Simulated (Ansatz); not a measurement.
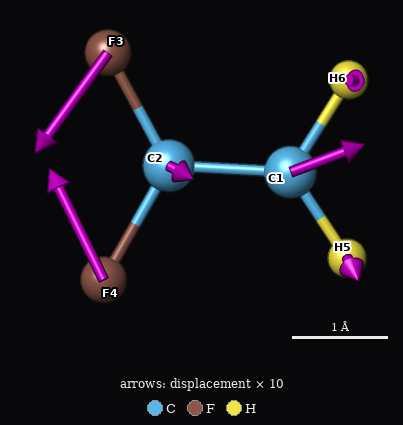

A relaxation of C$_{2}$H$_{2}$F$_{2}$ (coarse preliminary run). The starting structure is drawn; purple arrows show the displacements, magnified 10 times. The two geometries are superimposed by the best rigid fit.

A ball-and-stick model, seen face on.

The start comes from a force field.

All numbers below come from Ansatz 0.2.0, RKS PBE-D4/def2-SVP.

Input file:
```yaml
crystal:
  periodic: [false, false, false]
  atoms:
    - {symbol: C, position_ang: [-0.076900, 0.416600, -0.508300]}
    - {symbol: C, position_ang: [0.092700, -0.422600, 0.452500]}
    - {symbol: F, position_ang: [-0.554400, -0.274600, 1.628800]}
    - {symbol: F, position_ang: [1.012200, -1.441300, 0.242100]}
    - {symbol: H, position_ang: [0.368100, 0.348000, -1.496600]}
    - {symbol: H, position_ang: [-0.799700, 1.309900, -0.364800]}
basis:
  gaussian: {orbitals: def2-SVP}
hamiltonian: {xc: pbe, dispersion: d4}
relax: {f_tol: 0.03, max_steps: 200}
```

Which element moves most?

Fluorine: up to 0.13 Å, against 0.08 Å for carbon.

What happened in the run?

The largest moves after the best rigid fit, 0.13 Å, are those of F3 and F4. Largest moves by element: F 0.13 Å, C 0.08 Å, H 0.04 Å. Some distances before and after: C2–F4 1.388 → 1.326 Å, C1–H6 1.158 → 1.096 Å, C1–C2 1.287 → 1.336 Å, C2–F3 1.351 → 1.326 Å. Bond angles that change, for instance: F3–C2–F4 122.0° → 110.1°, C1–C2–F4 116.9° → 125.0°, H5–C1–H6 114.7° → 120.8°. Over 4 geometry steps the energy falls by 11.3 kcal/mol. Largest force component: 4.1 eV/Å at the start, 0.015 eV/Å at the end.
